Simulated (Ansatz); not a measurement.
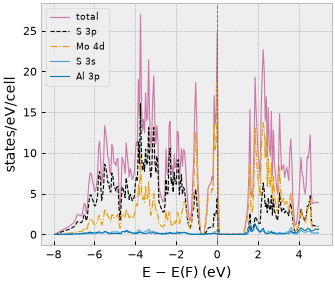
Figure. Total and projected density of states of AlMo$_{4}$S$_{8}$ in space group F-43m (No. 216; Al on 4d, Mo on 16e, S on 16e, S on 16e), LDA (plane waves, PAW; program Ansatz)

Task: Which orbitals carry the states next to the Fermi level?

Result: Within 0.5 eV of the Fermi level: Mo 4d 78 %, S 3p 16 %. Projections are on Löwdin-orthogonalised atomic valence shells; empty p or d shells of many metals are not among them.

Task: Where is the tallest occupied peak in this window, and what makes it?

Result: Near -3.8 eV, about 27 states/eV per cell; the largest projected share is S 3p.

The first step of the workflow began from a Materials Project structure, measured or hypothetical; the Crystallography Open Database files this formula in space group No. 216, but the cells were not matched. Whether it is the stable phase at ambient conditions was not checked. The cell was relaxed with LDA under the symmetry of its start; of distortions, only those at the zone centre were tested. The run is not spin-polarised. With an odd number of electrons in the cell and no spin polarisation, the count alone makes it a metal. Spin–orbit coupling is left out wherever it is not named.

Potentials: the later of the program's two PAW sets.
